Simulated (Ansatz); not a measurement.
GeH2SCl4: geometry relaxation (part 2 of 2)

Continued. System: GeH2SCl4. Method: RKS BLYP-D4/def2-SVP (Ansatz 0.2.0). The input holds or restrains some coordinates. It belongs to a series of runs on one base structure; here: pulled along the bonds that form and break, towards end B.

Geometry of the input (Å):
```
Ge 0.0000  0.0000  0.0000
Cl 0.0000  0.0000  2.5700
Cl 2.0935  0.0000  -0.7393
Cl -1.0456  1.8115  -0.7393
Cl -1.0456  -1.8115  -0.7393
S  -2.4199  0.0000  0.8041
H  -3.1755  -0.8728  0.0121
H  -1.4563  0.0000  2.0643
```

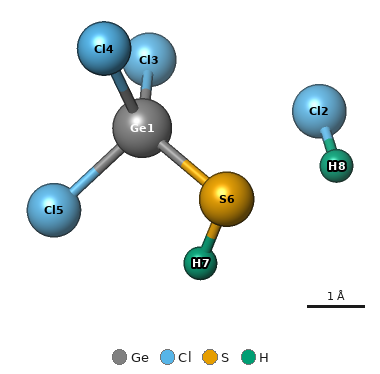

*The geometry at step 10 of the log (ball-and-stick view, seen at a tilt; atoms are numbered from 1 in the order of the input).*

## Trajectory as extended XYZ (Å, eV, eV/Å), 18 frames, from step=1 to step=18
```
8
Properties=species:S:1:pos:R:3:forces:R:3 step=1 energy=-117452.72376
Ge    0.0000    0.0000    0.0000   -1.5780   0.1458  -0.1354
Cl    0.0000    0.0000    2.5700    1.1979   0.2446   0.0176
Cl    2.0935    0.0000   -0.7393   -0.6107  -0.0247   0.4832
Cl   -1.0456    1.8115   -0.7393    1.8743   1.4623  -1.3468
Cl   -1.0456   -1.8115   -0.7393    1.9665  -1.7201  -1.5703
S    -2.4199    0.0000    0.8041   -2.6436   1.1894   1.1290
H    -3.1755   -0.8728    0.0121    0.4720  -0.1116   1.2142
H    -1.4563    0.0000    2.0643   -0.6783  -1.1856   0.2086
8
Properties=species:S:1:pos:R:3:forces:R:3 step=2 energy=-117452.85321
Ge   -0.0887    0.0013   -0.1421   -0.5215   0.0803   0.5093
Cl    0.0073    0.0030    2.7508   -0.3873   0.1145  -0.4716
Cl    2.0804   -0.0003   -0.7340   -0.8980  -0.0124   0.4107
Cl   -1.0293    1.8407   -0.7637    1.7091   2.2911  -1.7386
Cl   -1.0283   -1.8427   -0.7657    1.4552  -2.2450  -1.7908
S    -2.4631    0.0296    0.6575   -1.4673   1.0698   2.6209
H    -3.1860   -0.8912    0.0085   -0.2063  -0.8534   0.2060
H    -1.3418   -0.0131    2.2213    0.3161  -0.4449   0.2540
8
Properties=species:S:1:pos:R:3:forces:R:3 step=3 energy=-117452.95758
Ge   -0.1817    0.0037   -0.2470    0.1635  -0.0707   0.6691
Cl    0.0155    0.0035    2.8887   -0.1725   0.0426  -0.2739
Cl    2.0590   -0.0002   -0.7272   -1.2640  -0.0003   0.4288
Cl   -1.0034    1.8859   -0.7958    1.5947   2.8052  -1.7746
Cl   -1.0105   -1.8836   -0.7956    1.2353  -2.6147  -1.8234
S    -2.4931    0.0558    0.5218   -1.0068   1.5368   2.9307
H    -3.1963   -0.9147    0.0015   -0.6204  -1.5720  -0.2565
H    -1.2387   -0.0232    2.3863    0.0702  -0.1269   0.0999
8
Properties=species:S:1:pos:R:3:forces:R:3 step=4 energy=-117454.03217
Ge   -0.3256    0.0041   -0.3208    0.0658  -0.1620  -0.0564
Cl    0.0594    0.0023    3.0186   -0.1148   0.0074  -0.2682
Cl    1.9621   -0.0004   -0.6986   -1.3889  -0.0213   0.4874
Cl   -0.9057    2.0290   -0.8851    1.2317   1.2853  -0.9071
Cl   -0.9397   -2.0127   -0.8900    1.0103  -1.2245  -1.0600
S    -2.5288    0.1078    0.4372   -0.8153   1.1897   1.7706
H    -3.1923   -0.9682    0.0138    0.0123  -1.0480   0.0025
H    -1.1787   -0.0347    2.5576   -0.0012  -0.0266   0.0312
8
Properties=species:S:1:pos:R:3:forces:R:3 step=5 energy=-117454.90581
Ge   -0.4749   -0.0016   -0.3539    0.3465   0.1189  -0.5065
Cl    0.0982    0.0043    3.0207   -0.7497  -0.0441  -0.4017
Cl    1.7837   -0.0120   -0.6208   -0.8443  -0.0691   0.5058
Cl   -0.7601    2.1198   -0.9722    0.5395   0.1375  -0.4042
Cl   -0.8201   -2.1035   -1.0094    0.2566   0.0153  -0.3679
S    -2.5984    0.1964    0.4729   -0.5180  -0.2340   0.6391
H    -3.0947   -1.0235    0.0699    0.3304   0.0423   0.3185
H    -1.1831   -0.0528    2.6253    0.6390   0.0333   0.2169
8
Properties=species:S:1:pos:R:3:forces:R:3 step=6 energy=-117455.23783
Ge   -0.5452    0.0327   -0.4127    0.5078   0.2138  -0.4615
Cl    0.0986   -0.0123    2.9494   -1.0812  -0.0556  -0.2312
Cl    1.6872   -0.0318   -0.4804   -0.3940  -0.0620   0.4629
Cl   -0.6512    2.1578   -1.1150    0.0100  -0.3215  -0.2210
Cl   -0.8111   -2.0606   -1.1464   -0.0265   0.1968  -0.3162
S    -2.6079    0.2035    0.5184   -0.3474  -0.4754   0.3573
H    -2.9866   -1.0991    0.2129    0.2904   0.4441   0.2647
H    -1.2331   -0.0631    2.7065    1.0409   0.0598   0.1450
8
Properties=species:S:1:pos:R:3:forces:R:3 step=7 energy=-117455.46965
Ge   -0.5575    0.0409   -0.4124    0.4860   0.1886  -0.6983
Cl    0.1054   -0.0135    2.9481   -1.1014  -0.0624  -0.0948
Cl    1.6641   -0.0467   -0.3266   -0.3937  -0.0372   0.4423
Cl   -0.6579    2.1008   -1.2707   -0.0098  -0.4050  -0.1330
Cl   -0.8355   -1.9747   -1.3254   -0.0465   0.2895  -0.2075
S    -2.5946    0.2031    0.5664   -0.2490  -0.4703   0.3941
H    -2.9389   -1.1134    0.2937    0.2393   0.4255   0.1967
H    -1.2346   -0.0694    2.7595    1.0751   0.0712   0.1006
8
Properties=species:S:1:pos:R:3:forces:R:3 step=8 energy=-117455.70008
Ge   -0.5741    0.0517   -0.4396    0.3726   0.0393  -0.6090
Cl    0.1218   -0.0184    2.9171   -0.9764  -0.0517   0.1753
Cl    1.6134   -0.0575   -0.1388   -0.3395  -0.0252   0.2397
Cl   -0.6685    2.0329   -1.4069    0.0077  -0.2392  -0.1638
Cl   -0.8654   -1.8869   -1.4759   -0.0080   0.2561  -0.1730
S    -2.5721    0.1933    0.6137   -0.1226  -0.1607   0.4027
H    -2.8860   -1.1164    0.3525    0.1209   0.1199   0.0988
H    -1.2185   -0.0715    2.8104    0.9454   0.0614   0.0292
8
Properties=species:S:1:pos:R:3:forces:R:3 step=9 energy=-117455.84497
Ge   -0.5838    0.0623   -0.4563    0.1547  -0.0398  -0.6956
Cl    0.1195   -0.0187    2.9053   -0.9623  -0.0492   0.4542
Cl    1.5533   -0.0749    0.0007   -0.1206  -0.0090   0.0748
Cl   -0.6678    1.9512   -1.5599    0.0082  -0.0779  -0.0843
Cl   -0.8808   -1.7759   -1.6379   -0.0162   0.1475  -0.0655
S    -2.5387    0.1808    0.6758   -0.0364   0.0738   0.3258
H    -2.8293   -1.1222    0.4106    0.0358  -0.1060   0.0162
H    -1.2219   -0.0754    2.8942    0.9369   0.0607  -0.0255
8
Properties=species:S:1:pos:R:3:forces:R:3 step=10 energy=-117455.89489
Ge   -0.5863    0.0559   -0.4878    0.0454  -0.0180  -0.7025
Cl    0.0768    0.0625    2.8885   -0.8678  -0.0517   0.6670
Cl    1.5145   -0.1601    0.0563   -0.0167  -0.0236  -0.0159
Cl   -0.6391    1.9320   -1.6022    0.0164   0.0062   0.0071
Cl   -0.9262   -1.6712   -1.8018    0.0024   0.0234  -0.0290
S    -2.4939    0.1352    0.7150   -0.1258  -0.0151   0.1543
H    -2.7404   -1.1844    0.4720    0.0057  -0.0205   0.0077
H    -1.2548   -0.0428    2.9926    0.9404   0.0993  -0.0886
8
Properties=species:S:1:pos:R:3:forces:R:3 step=11 energy=-117455.91324
Ge   -0.5905    0.0344   -0.5055    0.0108  -0.0678  -0.7669
Cl    0.0473    0.1660    2.8781   -0.8231  -0.0257   0.7455
Cl    1.4930   -0.2644    0.0609   -0.0178  -0.0485  -0.0036
Cl   -0.6061    1.9455   -1.5572    0.0073   0.0253   0.0718
Cl   -0.9535   -1.5949   -1.9417    0.0034   0.0600   0.0748
S    -2.4719    0.0691    0.7376   -0.1697  -0.0885   0.0230
H    -2.6929   -1.2591    0.5066   -0.0008   0.0217  -0.0062
H    -1.2748    0.0307    3.0538    0.9899   0.1233  -0.1385
8
Properties=species:S:1:pos:R:3:forces:R:3 step=12 energy=-117455.95540
Ge   -0.6015    0.0006   -0.5194    0.0272  -0.0671  -0.7700
Cl    0.0512    0.3600    2.8541   -0.9477  -0.0278   0.7678
Cl    1.4482   -0.4345    0.0972   -0.0904  -0.0571  -0.1069
Cl   -0.5664    1.9953   -1.4202    0.0244  -0.1369   0.1429
Cl   -0.9924   -1.5112   -2.0861    0.0439   0.1722   0.1695
S    -2.4718   -0.0357    0.7395   -0.1544  -0.1838   0.0004
H    -2.6580   -1.3727    0.5119    0.0020   0.0848  -0.0176
H    -1.2586    0.1253    3.0555    1.0950   0.2159  -0.1861
8
Properties=species:S:1:pos:R:3:forces:R:3 step=13 energy=-117456.00412
Ge   -0.6112   -0.0289   -0.4949    0.1394  -0.0070  -0.8086
Cl    0.0459    0.5546    2.8417   -1.0161  -0.1364   0.6071
Cl    1.4297   -0.5849    0.0612   -0.1629  -0.0131   0.0686
Cl   -0.5222    2.0158   -1.2803   -0.0056  -0.2019   0.1892
Cl   -1.0034   -1.4245   -2.1607   -0.0333   0.1237   0.1201
S    -2.4889   -0.1278    0.7490   -0.0986  -0.1864   0.0738
H    -2.6569   -1.4629    0.4976    0.0067   0.0828  -0.0333
H    -1.2424    0.1858    3.0191    1.1703   0.3384  -0.2169
8
Properties=species:S:1:pos:R:3:forces:R:3 step=14 energy=-117456.08574
Ge   -0.6213   -0.0629   -0.4848    0.0786  -0.0386  -0.6190
Cl    0.0568    0.7474    2.7922   -0.9886  -0.1550   0.5241
Cl    1.3687   -0.7430    0.1009   -0.1284  -0.0277   0.0398
Cl   -0.4874    2.0239   -1.1101    0.0121  -0.1350   0.1287
Cl   -1.0423   -1.3143   -2.2485   -0.0121   0.0915   0.0712
S    -2.4816   -0.2522    0.7742   -0.0487  -0.1596   0.0828
H    -2.6399   -1.5679    0.4350   -0.0097   0.0621  -0.0152
H    -1.2024    0.2962    2.9736    1.0969   0.3623  -0.2125
8
Properties=species:S:1:pos:R:3:forces:R:3 step=15 energy=-117456.14542
Ge   -0.6325   -0.0789   -0.4794    0.0289  -0.1370  -0.4387
Cl    0.0486    0.9317    2.7355   -1.0099  -0.3037   0.4795
Cl    1.3033   -0.8687    0.1374   -0.0764  -0.0096   0.0380
Cl   -0.4475    2.0297   -0.9812    0.0065  -0.0936   0.0751
Cl   -1.0641   -1.2292   -2.3028   -0.0155   0.0905   0.0182
S    -2.4693   -0.3506    0.8015   -0.0341  -0.1494   0.0588
H    -2.6393   -1.6437    0.3815    0.0153   0.1162   0.0040
H    -1.1486    0.3371    2.9401    1.0852   0.4866  -0.2349
8
Properties=species:S:1:pos:R:3:forces:R:3 step=16 energy=-117456.19979
Ge   -0.6485   -0.1093   -0.4545    0.0158  -0.0783  -0.4187
Cl    0.0305    1.1208    2.6740   -0.8032  -0.3932   0.3970
Cl    1.2311   -0.9855    0.2056   -0.0356  -0.0246   0.0068
Cl   -0.4165    2.0111   -0.8569    0.0125  -0.0397   0.0292
Cl   -1.0885   -1.1203   -2.3545    0.0159   0.0424   0.0500
S    -2.4668   -0.4445    0.8300   -0.0270  -0.0810   0.0610
H    -2.6287   -1.7065    0.3263   -0.0123   0.0600   0.0368
H    -1.0619    0.3614    2.8626    0.8339   0.5144  -0.1621
8
Properties=species:S:1:pos:R:3:forces:R:3 step=17 energy=-117456.21993
Ge   -0.6566   -0.1069   -0.4542   -0.0072  -0.1418  -0.2916
Cl   -0.0783    1.2821    2.6276   -0.5953  -0.6445   0.3914
Cl    1.1733   -1.0409    0.2613    0.0345   0.0149   0.0103
Cl   -0.3784    2.0100   -0.8305   -0.0026  -0.0247  -0.0111
Cl   -1.0802   -1.0745   -2.3713   -0.0101   0.0011  -0.0188
S    -2.4473   -0.4837    0.8585   -0.0535   0.2113   0.1763
H    -2.6665   -1.7096    0.3150    0.0124  -0.1427  -0.1078
H    -0.9153    0.2508    2.8262    0.6218   0.7264  -0.1487
8
Properties=species:S:1:pos:R:3:forces:R:3 step=18 energy=-117456.23223
Ge   -0.6566   -0.1112   -0.4361   -0.0492  -0.0708  -0.2784
Cl   -0.1670    1.3093    2.6463   -0.3891  -0.7057   0.3223
Cl    1.1992   -0.9803    0.2964    0.0156  -0.0089   0.0325
Cl   -0.3969    1.9930   -0.8770    0.0246   0.0419  -0.0119
Cl   -1.0701   -1.1307   -2.3280   -0.0186  -0.0269  -0.0078
S    -2.4492   -0.4510    0.8875    0.0000  -0.0690   0.0076
H    -2.7312   -1.6279    0.2499   -0.0054   0.0355   0.0084
H    -0.7776    0.1259    2.7936    0.4221   0.8038  -0.0728
```

## Results in brief

| quantity | value |
| --- | --- |
| outcome | converged under the restraints of the input |
| total energy | −117456.2326 eV |
| mean-field energy | −117455.4179 eV |
| largest force (length of the vector) at the end, held atoms and coordinates included | 0.911 eV/Å |
| hardware | 4 threads of Arm Neoverse V1, 24 GiB of memory available, shared host |
| wall time | 38 s (CPU time 2.4 min) |
| peak memory | 0.22 GiB |
